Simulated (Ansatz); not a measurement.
A series of calculations on GeH4OCl

**1. Relaxation**

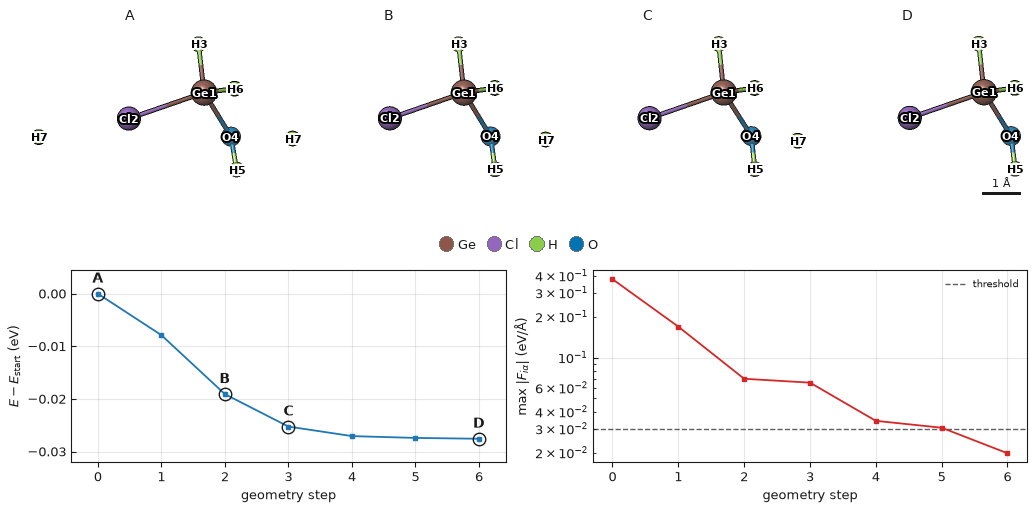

Frames of a relaxation of GeH4OCl (multiplicity 2), marked on the history of the run. The picture is a ball-and-stick view, seen at a tilt.

The run prepares an end point of a later path (reaction) calculation, from a guessed geometry.

Level of theory: Ansatz, UKS PBE-D4/def2-SVP.

Input
```yaml
crystal:
  periodic: [false, false, false]
  atoms:
    - { symbol: Ge, position_ang: [0.00662, -0.063168, -0.109609] }
    - { symbol: Cl, position_ang: [-0.11531, 0.031563, 2.096047] }
    - { symbol: H, position_ang: [1.47944, 0.093029, -0.533529] }
    - { symbol: O, position_ang: [-0.820261, 1.354893, -0.814363] }
    - { symbol: H, position_ang: [-1.775916, 1.38962, -0.618845] }
    - { symbol: H, position_ang: [-0.691307, -1.391134, -0.50833] }
    - { symbol: H, position_ang: [0.023134, -0.021703, 4.665029] }
magnetization:
  spin_polarized: true
  initial_magnetization: 1
basis:
  gaussian: { orbitals: def2-SVP }
hamiltonian:
  xc: pbe
  dispersion: d4
relax:
  f_tol: 0.03
  max_steps: 50
output:
  orbitals: {}
```

Launched with:
```bash
ansatz run input.yaml --threads 2 --pin off --max-ram 3072MiB --backend cpu --events-out ev --progress --plain --runs-dir out
```

Question: What happens along the run?

Answer: After 6 geometry steps the energy has fallen by 0.028 eV. Largest force component: 0.38 eV/Å at the start, 0.02 eV/Å at the end. H7 moves most after the best rigid fit: 0.51 Å. Largest moves by element: H 0.51 Å, Cl 0.11 Å, O 0.09 Å, Ge 0.08 Å. Among the contacts that change: Ge1–Cl2 2.211 → 2.185 Å. Bond angles that change, for instance: Ge1–O4–H5 113.7° → 111.2°. From step 0 to 2: H7 moves most (0.15 Å), energy −0.019 eV. From step 2 to 3: H7 moves most (0.17 Å), energy −0.006 eV. From step 3 to 6: H7 moves most (0.19 Å), energy −0.002 eV.

```csv
step,"E − E(0), eV","largest force component, eV/Å"
0,0.0000,0.3771
1,-0.0079,0.1687
2,-0.0191,0.0698
3,-0.0253,0.0653
4,-0.0271,0.0342
5,-0.0274,0.0304
6,-0.0276,0.0198
```

Limits of the set-up: the start holds two separate molecules, 2.6 Å apart at their closest, whose relative position is a soft coordinate.

**2. Relaxation**

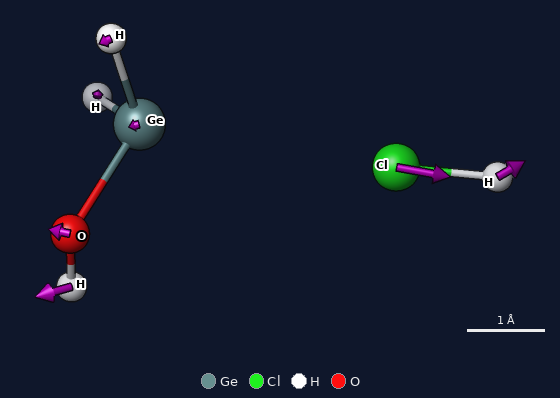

A relaxation of GeH₄OCl (multiplicity 2). The starting structure is drawn; purple arrows show the displacements, magnified 10 times. The two geometries are superimposed by the best rigid fit.

A ball-and-stick model, seen face on.

The run prepares an end point of a later path (reaction) calculation, from a guessed geometry.

Computed with UKS PBE-D4/def2-SVP in Ansatz 0.2.0.

Input
```yaml
crystal:
  periodic: [false, false, false]
  atoms:
    - { symbol: Ge, position_ang: [-0.002328, -0.041877, -0.230722] }
    - { symbol: Cl, position_ang: [-0.0283, 0.01317, 3.190026] }
    - { symbol: H, position_ang: [1.448167, 0.063844, -0.805022] }
    - { symbol: O, position_ang: [-0.82871, 1.412678, -0.939569] }
    - { symbol: H, position_ang: [-1.79034, 1.318946, -0.790234] }
    - { symbol: H, position_ang: [-0.717339, -1.339137, -0.776575] }
    - { symbol: H, position_ang: [0.02525, -0.034524, 4.528496] }
magnetization:
  spin_polarized: true
  initial_magnetization: 1
basis:
  gaussian: { orbitals: def2-SVP }
hamiltonian:
  xc: pbe
  dispersion: d4
relax:
  f_tol: 0.03
  max_steps: 50
```

Launched with:
```bash
ansatz run input.yaml --threads 2 --pin off --max-ram 3072MiB --backend cpu --events-out ev --progress --plain --runs-dir out
```

> What happened in the run?

The largest move after the best rigid fit is that of Cl2, 0.074 Å. By element the largest moves are Cl 0.074 Å, H 0.055 Å, O 0.031 Å, Ge 0.016 Å. Near-neighbour distances that change, for instance: Ge1–Cl2 3.421 → 3.510 Å, Cl2–H7 1.340 → 1.303 Å. Bond angles that change, for instance: Ge1–O4–H5 108.1° → 110.1°. The energy falls by 1.98 kJ/mol in 4 geometry steps. Largest force component: 0.94 eV/Å at the start, 0.019 eV/Å at the end. Cost: 12 s on 2 threads of Arm Neoverse V1, on a shared host, peak memory 0.14 GiB.

Limits of the set-up: the start holds two separate molecules, 3.4 Å apart at their closest, whose relative position is a soft coordinate.

**3. Path**

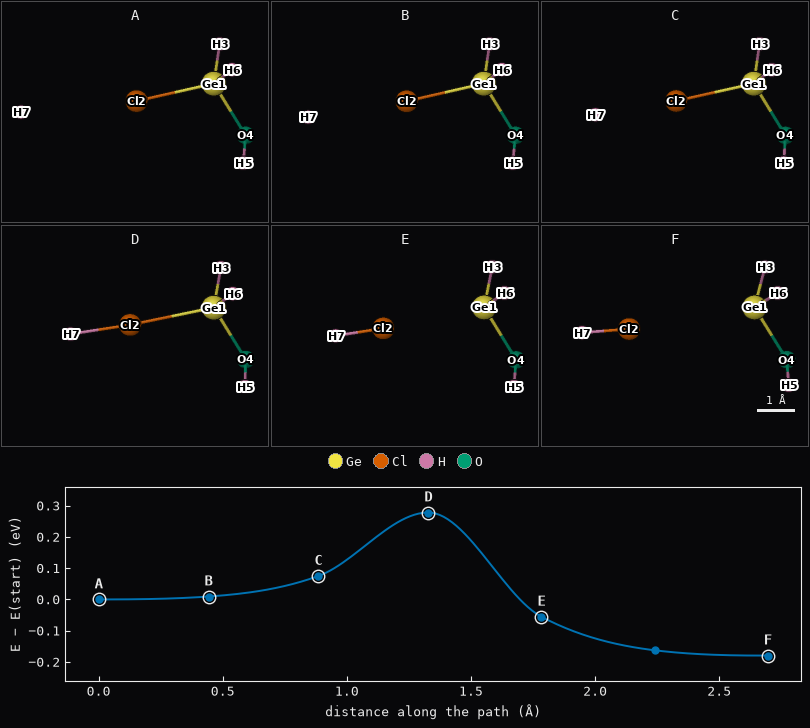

A nudged-elastic-band calculation for GeH$_{4}$OCl (multiplicity 2), made up at the start of GeH3OCl and H. Images are numbered from 0 (start) to 6 (end). Frames A to F are images 0, 1, 2, 3, 4, 6. The picture is a ball-and-stick view, seen face on.

All numbers below come from UKS PBE-D4/def2-SVP (Ansatz).

Input file:
```yaml
crystal:
  periodic: [false, false, false]
  atoms:
    - { symbol: Ge, position_ang: [-0.002719, -0.057801, -0.192365] }
    - { symbol: Cl, position_ang: [-0.1231, 0.03654, 1.987293] }
    - { symbol: H, position_ang: [1.469329, 0.09196, -0.622362] }
    - { symbol: O, position_ang: [-0.823857, 1.364298, -0.902864] }
    - { symbol: H, position_ang: [-1.770495, 1.380063, -0.666231] }
    - { symbol: H, position_ang: [-0.691642, -1.385128, -0.603907] }
    - { symbol: H, position_ang: [0.048884, -0.036831, 5.176836] }
magnetization:
  spin_polarized: true
  initial_magnetization: 1
basis:
  gaussian: { orbitals: def2-SVP }
hamiltonian:
  xc: pbe
  dispersion: d4
neb:
  order_check: false
  images: 5
  f_tol: 0.05
  max_iterations: 60
  final_atoms:
    - { symbol: Ge, position_ang: [-0.00363532, -0.04213194, -0.24275595] }
    - { symbol: Cl, position_ang: [-0.04165313, 0.02789332, 3.26609703] }
    - { symbol: H, position_ang: [1.44995668, 0.06882053, -0.81088519] }
    - { symbol: O, position_ang: [-0.8240574, 1.39998623, -0.97761326] }
    - { symbol: H, position_ang: [-1.79020275, 1.33802509, -0.85059458] }
    - { symbol: H, position_ang: [-0.70326312, -1.35517324, -0.77337121] }
    - { symbol: H, position_ang: [0.01925503, -0.04431899, 4.56552315] }
  initial_path:
    images:
      - { positions_ang: [[-0.002719, -0.057801, -0.192365], [-0.1231, 0.03654, 1.987293], [1.469329, 0.09196, -0.622362], [-0.823857, 1.364298, -0.902864], [-1.770495, 1.380063, -0.666231], [-0.691642, -1.385128, -0.603907], [0.048884, -0.036831, 5.176836]] }
      - { positions_ang: [[-0.00145102, -0.03868952, -0.12802696], [-0.08317229, 0.02489067, 2.14841011], [1.46742018, 0.06106261, -0.58588976], [-0.82647929, 1.3906146, -0.79905581], [-1.77669679, 1.32412688, -0.7159385], [-0.70371246, -1.34534485, -0.57453679], [0.03049167, -0.02355938, 4.8314377]] }
      - { positions_ang: [[-0.00018304, -0.01957805, -0.06368892], [-0.04324457, 0.01324135, 2.30952723], [1.46551136, 0.03016522, -0.54941753], [-0.82910159, 1.41693119, -0.69524762], [-1.78289858, 1.26819076, -0.76564599], [-0.71578293, -1.30556171, -0.54516658], [0.01209935, -0.01028776, 4.48603941]] }
      - { positions_ang: [[0.00108494, -0.00046657, 0.00064912], [-0.00331686, 0.00159202, 2.47064434], [1.46360254, -0.00073217, -0.51294529], [-0.83172388, 1.44324779, -0.59143942], [-1.78910037, 1.21225464, -0.81535349], [-0.72785339, -1.26577856, -0.51579637], [-0.00629298, 0.00298386, 4.14064111]] }
      - { positions_ang: [[-0.00048848, -0.01435503, -0.0804859], [-0.01609562, 0.01035912, 2.73579524], [1.45905392, 0.02245207, -0.61225859], [-0.82916839, 1.42882727, -0.72016404], [-1.78946783, 1.25417812, -0.82710052], [-0.71965663, -1.29557679, -0.60165465], [0.00222303, -0.01278376, 4.28226846]] }
      - { positions_ang: [[-0.0020619, -0.02824349, -0.16162093], [-0.02887437, 0.01912622, 3.00094613], [1.4545053, 0.0456363, -0.71157189], [-0.82661289, 1.41440675, -0.84888865], [-1.78983529, 1.2961016, -0.83884755], [-0.71145988, -1.32537502, -0.68751293], [0.01073903, -0.02855137, 4.4238958]] }
      - { positions_ang: [[-0.00363532, -0.04213194, -0.24275595], [-0.04165313, 0.02789332, 3.26609703], [1.44995668, 0.06882053, -0.81088519], [-0.8240574, 1.39998623, -0.97761326], [-1.79020275, 1.33802509, -0.85059458], [-0.70326312, -1.35517324, -0.77337121], [0.01925503, -0.04431899, 4.56552315]] }
```

Command:
```bash
ansatz run input.yaml --threads 2 --pin off --max-ram 3072MiB --backend cpu --events-out ev --progress --plain --runs-dir out
```

What happens along the path, and what is the barrier?

Answer. Forward barrier 0.278 eV, backward barrier 0.458 eV, with image 3 at the top; the reaction energy is −0.180 eV. Breaking: Ge1–Cl2 (2.19 → 2.36 at the top → 3.51 Å). Forming: Cl2–H7 (3.20 → 1.66 at the top → 1.30 Å). The band is converged.

Limits of the set-up: the start holds two separate molecules, 3.2 Å apart at their closest, whose relative position is a soft coordinate.

Cost: 81 s on 2 threads of Arm Neoverse V1 (shared host), peak memory 0.15 GiB.
